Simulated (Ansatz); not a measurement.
# AlSnH5O: small, medium and large basis sets

Aim: see how fast density functionals converge with the basis set for AlSnH5O.

The runs use Ansatz 0.2.0, Gaussian basis; one geometry, several basis sets.

Levels to be run: PBE0-D4/def2-SVP; ωB97M-V/def2-SVP; PBE0-D4/def2-QZVPP; ωB97M-V/def2-QZVPP; the functionals' def2-TZVPP values are taken from earlier runs.

## Step 1: The geometry

The geometry comes from an earlier relaxation with PBE0-D4 in a triple-zeta def2 set; it is a stationary point, not always the lowest conformer. Sn takes the def2 core potential; no spin-orbit term is included.

SMILES `[OH][SnH2][AlH2]`, 8 atoms, charge 0, spin multiplicity 1.

Atoms are counted from 1 here; the program's logs count them from 0.

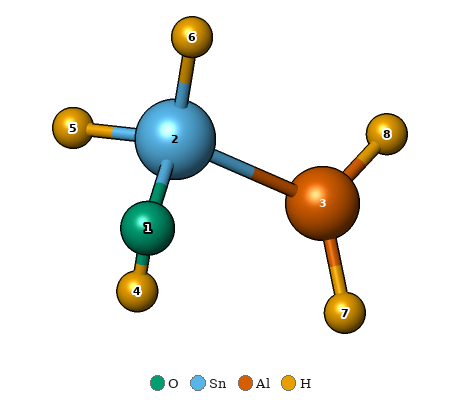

The geometry (oxygen teal, tin blue, aluminium orange, hydrogen amber); atoms are numbered from 1 in the order of the file.

## Step 2: PBE0-D4 in def2-SVP

in.yaml reads:

```yaml
crystal:
  periodic: [false, false, false]
  atoms:
    - {symbol: O, position_ang: [-2.026502, 0.544853, -0.477952]}
    - {symbol: Sn, position_ang: [-0.104280, 0.942966, -0.183180]}
    - {symbol: Al, position_ang: [1.127383, -1.279515, 0.645875]}
    - {symbol: H, position_ang: [-2.165000, -0.182091, -1.088735]}
    - {symbol: H, position_ang: [0.496858, 1.590189, -1.660453]}
    - {symbol: H, position_ang: [-0.206426, 2.222310, 0.944997]}
    - {symbol: H, position_ang: [0.503430, -2.689503, 0.269247]}
    - {symbol: H, position_ang: [2.466638, -1.206410, 1.494299]}
basis:
  gaussian: {orbitals: def2-SVP}
hamiltonian: {xc: pbe0, dispersion: d4}
output: {orbitals: {seedname: orbitals}}
```

Command:

```console
> ansatz run in.yaml --threads 2 --pin off --events-out ev --progress --plain --max-ram 4352MiB
```

Standard output:

```text
Functional definition: PBE0
  name "PBE0"
  cite "Adamo & Barone, J. Chem. Phys. 110, 6158 (1999) doi:10.1063/1.478522"
  cite "Perdew, Burke & Ernzerhof, Phys. Rev. Lett. 77, 3865 (1996) doi:10.1103/PhysRevLett.77.3865"
  parent pbe
  parameter a = 0.25
  parameter kappa = 0.804
  parameter beta = 0.06672455060314922
  exchange = (1 - a)*pbe_x(kappa = kappa, mu = beta*pi^2/3) + a*exact_x
  correlation = pbe_c(beta = beta)
887 factors; integrals over basis functions are off by at most 1.2e-3 eV
mean field evaluation 1: about -14541.9525 eV, gradient 5.1e1 eV
mean field evaluation 2: about -14463.5927 eV, gradient 1.5e2 eV
mean field evaluation 4: about -14546.8968 eV, gradient 5.3e0 eV
mean field evaluation 8: about -14547.0495 eV, gradient 2.6e-1 eV
mean field evaluation 16: about -14547.0496 eV, gradient 2.0e-5 eV
mean field -14547.04963670 eV, -534.5942138042 hartree, gradient 2.0e-5 eV, S^2 0.000000; 0 other end points of the search recorded, 0 dependent functions left out
reference -14547.04967050 eV, -534.5942150463 hartree; 24, 24 occupied and 59, 59 virtual orbitals, 887 factors
Total energy: -14547.16732233 eV, -534.5985386714 hartree
```

It took 1.5 s on 2 threads of Arm Neoverse V1, shared host.

## Step 3: ωB97M-V in def2-SVP

Changes to in.yaml since step 2:

```diff
@@ -13,3 +13,3 @@
   gaussian: {orbitals: def2-SVP}
-hamiltonian: {xc: pbe0, dispersion: d4}
+hamiltonian: {xc: {name: wB97M-V}}
 output: {orbitals: {seedname: orbitals}}
```

The command is unchanged.

Standard output, shortened:

```text
Functional definition: wB97M-V
  name "wB97M-V"
  cite "Mardirossian & Head-Gordon, J. Chem. Phys. 144, 214110 (2016) doi:10.1063/1.4952647"
  cite "Becke, J. Chem. Phys. 107, 8554 (1997) doi:10.1063/1.475007"
  cite "Vydrov & Van Voorhis, J. Chem. Phys. 133, 244103 (2010) doi:10.1063/1.3521275"
  # Of w^i u^j: cxij and so on, Table III.
[...]
  gx(w, u) = 1 - cx + cx01*u + cx10*w
  gss(w, u) = css00 + css04*u^4 + css10*w + css20*w^2 + css43*w^4*u^3
  gos(w, u) = cos00 + cos10*w + (cos20 + cos21*u)*w^2 + (cos60 + cos61*u)*w^6
[...]
      + integral(e_c_pw_mod_opposite_spin*gos(b97_w_opposite, b97_u_opposite)) + vv10(b, c)
887 factors; integrals over basis functions are off by at most 1.2e-3 eV
270 factors; integrals over basis functions are off by at most 1.1e-5 eV
[...]
mean field -14549.39362381 eV, -534.6803537417 hartree, gradient 5.3e-5 eV, S^2 0.000000; 0 other end points of the search recorded, 0 dependent functions left out
reference -14549.39367807 eV, -534.6803557357 hartree; 24, 24 occupied and 59, 59 virtual orbitals, 887 factors
Total energy: -14549.39367807 eV, -534.6803557357 hartree
```

Run time: 7.5 s. Hardware: 2 threads of Arm Neoverse V1, shared host.

## Step 4: PBE0-D4 in def2-QZVPP

Changes to in.yaml since step 3:

```diff
@@ -12,4 +12,4 @@
 basis:
-  gaussian: {orbitals: def2-SVP}
-hamiltonian: {xc: {name: wB97M-V}}
+  gaussian: {orbitals: "def2-QZVPP.json"}
+hamiltonian: {xc: pbe0, dispersion: d4}
 output: {orbitals: {seedname: orbitals}}
```

Launched as before.

Standard output:

```text
Functional definition: PBE0
  name "PBE0"
  cite "Adamo & Barone, J. Chem. Phys. 110, 6158 (1999) doi:10.1063/1.478522"
  cite "Perdew, Burke & Ernzerhof, Phys. Rev. Lett. 77, 3865 (1996) doi:10.1103/PhysRevLett.77.3865"
  parent pbe
  parameter a = 0.25
  parameter kappa = 0.804
  parameter beta = 0.06672455060314922
  exchange = (1 - a)*pbe_x(kappa = kappa, mu = beta*pi^2/3) + a*exact_x
  correlation = pbe_c(beta = beta)
1366 factors; their error is unknown
mean field evaluation 1: about -14546.7581 eV, gradient 5.9e1 eV
mean field evaluation 2: about -14463.0671 eV, gradient 1.6e2 eV
mean field evaluation 4: about -14552.5711 eV, gradient 1.1e1 eV
mean field evaluation 8: about -14552.7562 eV, gradient 2.3e-1 eV
mean field evaluation 16: about -14552.8260 eV, gradient 1.8e-4 eV
mean field -14552.82601943 eV, -534.8064919543 hartree, gradient 3.6e-5 eV, S^2 0.000000; 0 other end points of the search recorded, 0 dependent functions left out
reference -14552.82606991 eV, -534.8064938095 hartree; 24, 24 occupied and 335, 335 virtual orbitals, 1366 factors
Total energy: -14552.94372174 eV, -534.8108174346 hartree
```

Run time: 8.5 s. Hardware: 2 threads of Arm Neoverse V1, shared host; peak memory 0.94 GiB.

## Step 5: ωB97M-V in def2-QZVPP

Changes to in.yaml since step 4:

```diff
@@ -13,3 +13,3 @@
   gaussian: {orbitals: "def2-QZVPP.json"}
-hamiltonian: {xc: pbe0, dispersion: d4}
+hamiltonian: {xc: {name: wB97M-V}}
 output: {orbitals: {seedname: orbitals}}
```

Launched as before.

Standard output, shortened:

```text
Functional definition: wB97M-V
  name "wB97M-V"
  cite "Mardirossian & Head-Gordon, J. Chem. Phys. 144, 214110 (2016) doi:10.1063/1.4952647"
  cite "Becke, J. Chem. Phys. 107, 8554 (1997) doi:10.1063/1.475007"
  cite "Vydrov & Van Voorhis, J. Chem. Phys. 133, 244103 (2010) doi:10.1063/1.3521275"
  # Of w^i u^j: cxij and so on, Table III.
[...]
  gx(w, u) = 1 - cx + cx01*u + cx10*w
  gss(w, u) = css00 + css04*u^4 + css10*w + css20*w^2 + css43*w^4*u^3
  gos(w, u) = cos00 + cos10*w + (cos20 + cos21*u)*w^2 + (cos60 + cos61*u)*w^6
[...]
      + integral(e_c_pw_mod_opposite_spin*gos(b97_w_opposite, b97_u_opposite)) + vv10(b, c)
1306 factors; their error is unknown
343 factors; integrals over basis functions are off by at most 1.7e-5 eV
[...]
mean field -14555.30148354 eV, -534.8974635824 hartree, gradient 6.5e-5 eV, S^2 0.000000; 0 other end points of the search recorded, 0 dependent functions left out
reference -14555.30156524 eV, -534.8974665847 hartree; 24, 24 occupied and 335, 335 virtual orbitals, 1306 factors
Total energy: -14555.30156524 eV, -534.8974665847 hartree
```

Run time: 21 s. Hardware: 2 threads of Arm Neoverse V1, shared host; peak memory 1.2 GiB.

## Step 6: Density functionals: the series

The def2-TZVPP values come from earlier runs at the same geometry.

```
functional       basis  functions  energy (eV)  from the largest (eV)  HOMO (eV)  LUMO (eV)
   PBE0-D4    def2-SVP         83  -14547.1673                  5.776      -7.10      -2.37
   PBE0-D4  def2-TZVPP        193  -14552.5484                  0.395      -7.23      -2.39
   PBE0-D4  def2-QZVPP        359  -14552.9437                  0.000      -7.25      -2.40
   ωB97M-V    def2-SVP         83  -14549.3937                  5.908      -9.08      -0.68
   ωB97M-V  def2-TZVPP        193  -14554.9077                  0.394      -9.24      -0.77
   ωB97M-V  def2-QZVPP        359  -14555.3016                  0.000      -9.26      -0.85
```

## Step 7: What came out

| quantity | value |
| --- | --- |
| PBE0-D4: double and triple zeta above quadruple | 5.78, 0.40 eV |
| ωB97M-V: double and triple zeta above quadruple | 5.91, 0.39 eV |

What this shows: PBE0-D4 gains 5.38 eV from double to triple zeta, then 0.40 eV more. Total energies overstate the basis error of differences, where much of it tends to cancel.

For PBE0-D4 the largest set took about 6 times as long as the smallest (8.5 s against 1.5 s).
